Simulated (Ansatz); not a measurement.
## Electronic structure of CH8BCl2NSi in real space

Input

```
crystal:
  periodic: [false, false, false]
  atoms:
    - {symbol: C, position_ang: [-1.148480, -1.581348, 0.852177]}
    - {symbol: B, position_ang: [-0.678554, -0.095713, 0.560174]}
    - {symbol: Cl, position_ang: [0.248122, 0.670481, 1.986821]}
    - {symbol: Cl, position_ang: [-2.046503, 1.003645, -0.039567]}
    - {symbol: N, position_ang: [0.405573, -0.070418, -0.649422]}
    - {symbol: Si, position_ang: [1.337415, 1.495685, -0.804946]}
    - {symbol: H, position_ang: [-0.317226, -2.222723, 1.165018]}
    - {symbol: H, position_ang: [-1.626917, -2.038331, -0.020674]}
    - {symbol: H, position_ang: [-1.882130, -1.591223, 1.660759]}
    - {symbol: H, position_ang: [1.056384, -0.838148, -0.489984]}
    - {symbol: H, position_ang: [-0.096567, -0.283432, -1.509338]}
    - {symbol: H, position_ang: [2.588409, 1.324106, -0.042389]}
    - {symbol: H, position_ang: [1.647521, 1.572150, -2.256054]}
    - {symbol: H, position_ang: [0.500252, 2.626066, -0.383875]}
basis:
  gaussian: {orbitals: def2-TZVPP}
hamiltonian: {xc: pbe0, dispersion: d4}
output: {orbitals: {seedname: orbitals}}
```

Command:

```sh
ansatz run in.yaml --threads 8 --pin off --events-out ev --progress --plain --max-ram 20889MiB
```

Geometry: PBE0-D4/def2-TZVP.

Computed with Ansatz, RKS PBE0-D4/def2-TZVPP.

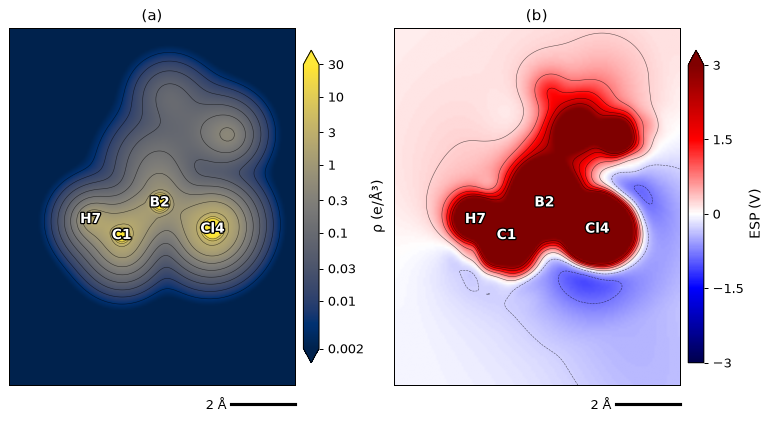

Figure 1. (a) electron density; (b) molecular electrostatic potential on the plane of atoms C1, B2 and Cl4.

Question: Read the bonding off the picture.

Answer: The section cuts through C, B, Cl and H sites.
C–B (1.59 Å): ρ at the midpoint is about 1.4 e/Å³.
B–Cl (1.85 Å): ρ at the midpoint is about 1.1 e/Å³.
C–H (1.10 Å): ρ is about 1.9 e/Å³ halfway.
Outside the dense part of the molecule the potential is most negative (−1.1 V) near Cl4.

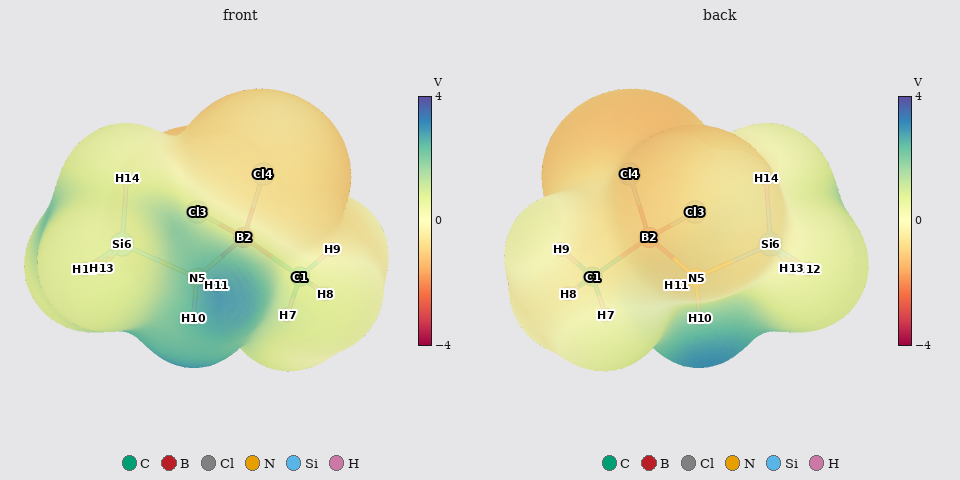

Figure 2. The electrostatic potential painted on the density surface at 0.002 e/bohr³, seen from the front and from behind; the colour scale runs from red (negative) to blue (positive).

Question: Describe the electrostatic potential map.

Answer: The most negative region (about −1.3 V, or −30 kcal/mol for a unit charge) lies over Cl3 and Cl4, the most positive (about +3.0 V, or +69 kcal/mol for a unit charge) over H10 and H11.

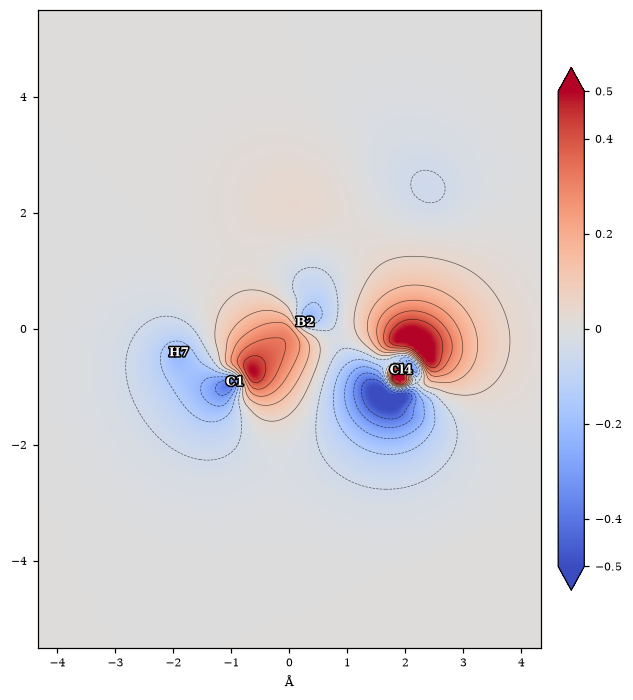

Figure 3. One frontier orbital on the plane of atoms B2, C1 and H7 (values in Å⁻³ᐟ²; the overall sign is arbitrary).

Question: Which orbital is it: HOMO or LUMO?

Answer: The HOMO, at −7.88 eV. By Hirshfeld shares it lies mainly on Cl4 (about 60 %), Cl3 (about 15 %), C1 (about 10 %) and B2 (about 5 %).
